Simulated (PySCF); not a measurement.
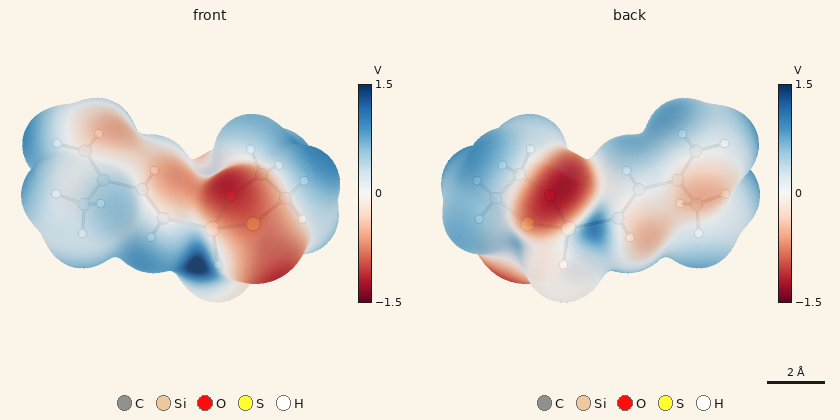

Figure 1: C7H12OSSi. The electrostatic potential painted on the density surface at 0.002 e/bohr³, seen from the front and from behind; the colour scale runs from red (negative) to blue (positive).

Geometry: GFN2-xTB.

Level of theory: PBE0/pcSseg-1, SCF density, gas phase, non-relativistic (PySCF 2.14.0).

```xyz
22

C    -3.5155    0.4132    0.0246
C    -2.5113   -0.4239    0.2907
C    -2.6863   -1.5890    1.2177
C    -1.2100   -0.2145   -0.3240
C    -0.1300   -0.9884   -0.1707
Si    1.5043   -0.6704   -1.0134
O     1.5726    0.7731   -1.7720
C     2.4537    1.7427   -1.2787
C     3.6658    1.0885   -0.6330
S     3.0884   -0.2926    0.4049
H    -4.4922    0.2888    0.4610
H    -3.3933    1.2509   -0.6413
H    -3.6967   -1.6120    1.6176
H    -1.9837   -1.5204    2.0467
H    -2.4983   -2.5236    0.6909
H    -1.1398    0.6573   -0.9625
H    -0.1922   -1.8690    0.4520
H     1.9216   -1.6872   -1.9720
H     1.9263    2.3600   -0.5418
H     2.7610    2.3746   -2.1179
H     4.2119    1.7838   -0.0005
H     4.3335    0.6774   -1.3900
```

### Describe the electrostatic potential map.

The most negative region (about −1.2 V) lies over O7, the most positive (about +1.4 V) over Si6. O7 is the likeliest acceptor of a hydrogen bond.
